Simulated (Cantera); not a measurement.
Charge: 1 mol FeS2, a varied amount of O2, at 798 K and 7.50 Torr.

Cantera equilibrium calculation (NASA polynomials, part measured and part estimated; ideal gas, pure solids and liquids). Candidate condensed phases: Fe, FeO, FeS, FeSO4, FeS2, Fe2O3, Fe2(SO4)3, Fe3O4, S; 12 gas species. Gases not in the tables: S3 to S7. Kinetics and transport are ignored.

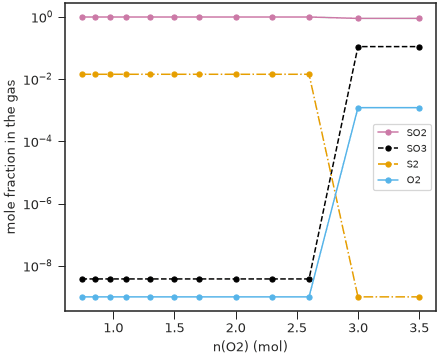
Equilibrium gas composition (values under 1e-9 drawn at 1e-9)

From 0.74 mol O2 to 2.6 mol O2 the condensed part is FeS2(s) + Fe3O4(s). From 3 mol O2 to 3.5 mol O2 the condensed part is Fe2O3(s) + Fe2(SO4)3(s).
